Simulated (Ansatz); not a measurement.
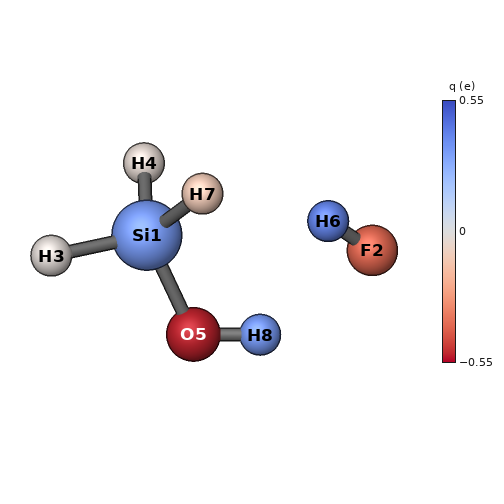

Atoms are coloured by their Mulliken charges. The computed structure is the end point of a PBE0-D4/def2-TZVP optimisation. Properties computed with RKS PBE0-D4/def2-TZVP (Ansatz 0.2.0).

### Which atom carries the highest charge (most positive or least negative)?

H6 (0.40 e).

### And the lowest?

O5 (−0.52 e).

List the Mulliken charges.

```tsv
atom	value (e)
Si1	0.33
F2	−0.39
H3	−0.02
H4	−0.03
O5	−0.52
H6	0.40
H7	−0.10
H8	0.34
```

Mulliken values depend strongly on the basis set and can even reverse the polarity of a bond.
